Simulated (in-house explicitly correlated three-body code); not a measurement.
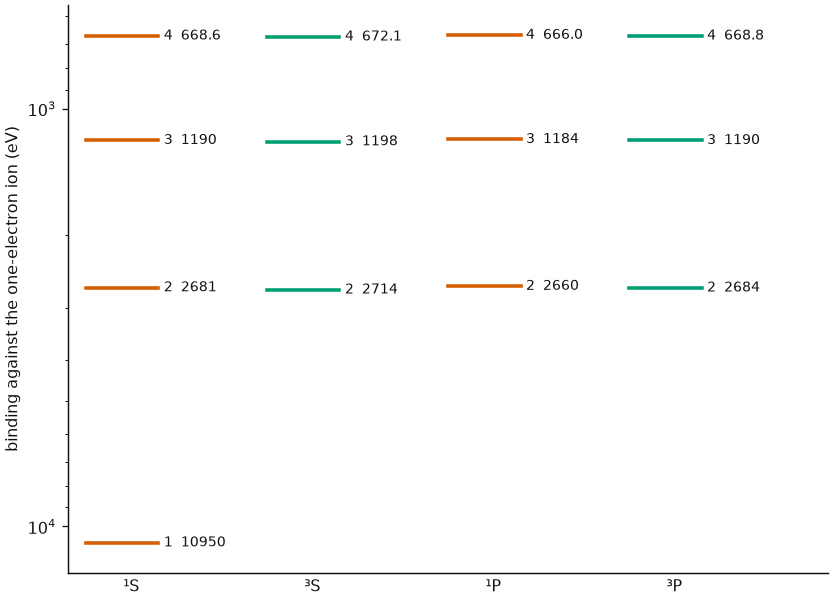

Two electrons around a point charge of unknown size. Computed variationally in 260 exponentially correlated functions with an in-house code, non-relativistic, converged to about 10⁻⁸ of the energy. The plot shows the bound S and P states that converged, by term and principal number n, on a logarithmic scale of binding.

Question: What is the nuclear charge?

Answer: Z = 29 (copper). The outer electron of the excited states sees a charge of Z − 1, so they are bound by about 13.6 (Z − 1)²/n² eV. The ground state is bound by 10.95 keV. The n = 2 states drawn run, from the deepest, 2 ³S (2714 eV), 2 ³P (2684 eV), 2 ¹S (2681 eV), 2 ¹P (2660 eV). Exchange puts 2 ³S below 2 ¹S by 32.8 eV and 2 ³P below 2 ¹P by 24.7 eV. Quantum defects n − (Z − 1)/√(2 E(binding)): 2 ³S 0.017, 2 ³P 0.007, 2 ¹S 0.005, 2 ¹P −0.003.
